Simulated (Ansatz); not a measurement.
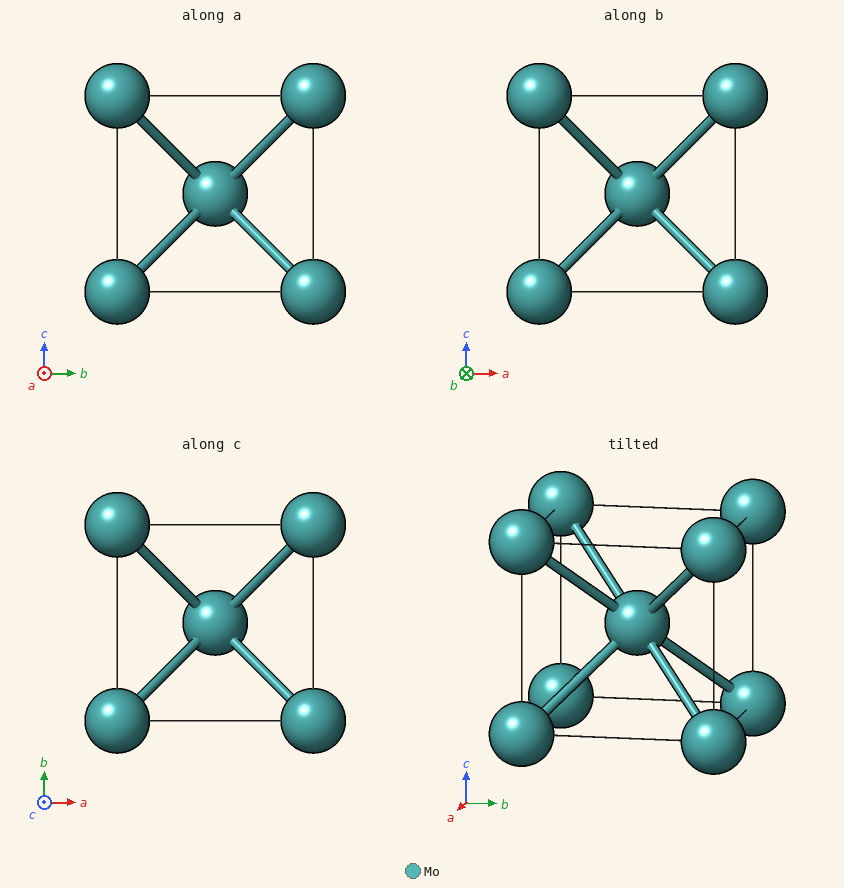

The image is a ball-and-stick drawing of a crystal, viewed along the a axis, along the b axis, along the c axis and slightly off an axis. The parallelepiped is the conventional unit cell.

Lattice parameters: a = 3.135 Å, b = 3.135 Å, c = 3.135 Å, α = 90.00°, β = 90.00°, γ = 90.00°. Put a along x and b in the xy plane.

**Set out the cell and atoms as a POSCAR file.**

```
Mo
1.0
     3.135    0.000    0.000
     0.000    3.135    0.000
     0.000    0.000    3.135
Mo
2
Direct
  0.0000 0.0000 0.0000
  0.5000 0.5000 0.5000
```

The structure was taken from the standard structure of this element. Earlier steps of the study may have refined or changed the cell and positions. Ansatz was used for an electronic-structure calculation on it.
